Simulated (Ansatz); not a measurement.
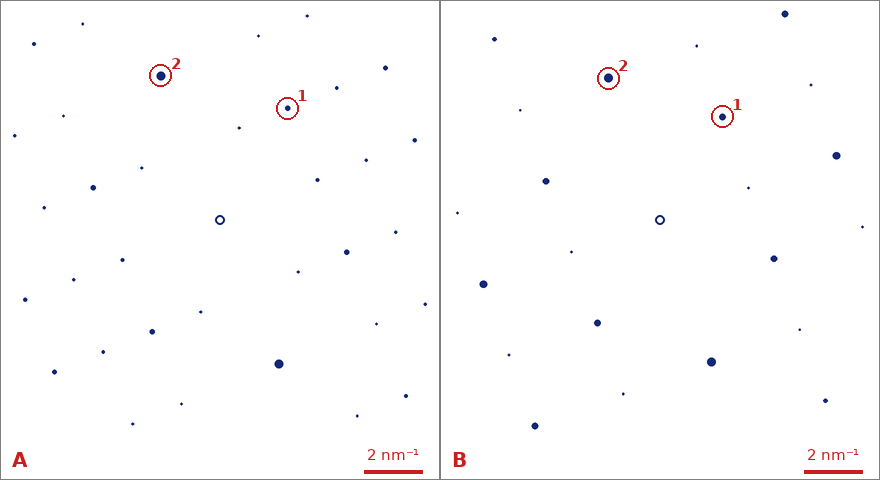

Kinematic electron diffraction patterns (300 kV, B = 0.5 Å², same scale) along [101] of the run's own cell, for the start and the end of one relaxation of Ge2Cl with Ansatz 0.2.0, DFT, PAW plane waves, pbe. k mesh 4×7×3. The start is a generated model structure, and the relaxation ends in the nearest stationary point of its symmetry, not necessarily the ground state. Spot 1 is -2 -1 2 and spot 2 is 0 -2 0 in both.

Start structure:

```
Ge Cl
1.0
     6.81547    0.00000    0.00000
     0.00000    3.70806    0.00000
     0.00000    0.00000    9.22125
Ge Cl
8 4
Direct
  0.86500 0.25000 0.04070
  0.63500 0.75000 0.54070
  0.36500 0.25000 0.45930
  0.13500 0.75000 0.95930
  0.93690 0.25000 0.63190
  0.56310 0.75000 0.13190
  0.43690 0.25000 0.86810
  0.06310 0.75000 0.36810
  0.24980 0.25000 0.17160
  0.25020 0.75000 0.67160
  0.74980 0.25000 0.32840
  0.75020 0.75000 0.82840
```

Question: Which pattern belongs to the start structure, and which to the relaxed one?

Answer: A is the start: its cell gives d(1) = 2.204 Å, d(2) = 1.854 Å and an angle of 53.5°. B is the relaxed structure, with d(1) = 2.395 Å (+8.7 %), d(2) = 1.912 Å (+3.1 %) and 51.2°.

Question: Name reflections whose intensity changes strongly on relaxation.

Answer: 3 -1 -3 fades out of sight; 2 -1 -2 goes from 12 to 30 % of the strongest spot. The relaxed structure has a primitive cell 2 times smaller; the reflections that this extinguishes don't lie in this zone.

Question: Summarise the relaxation behind the change.

Answer: The volume changed by +29.9 % to 25.22 Å³ an atom; with the mean shift removed, the atoms moved by up to 1.54 Å relative to the cell (Ge most); the space group went from Pnma (No. 62) to Pmmn (No. 59); the free energy fell by 390 meV an atom. Relaxed cell: a = 7.621 Å, b = 3.824 Å, c = 10.387 Å, α = 90.00°, β = 90.00°, γ = 90.00°.
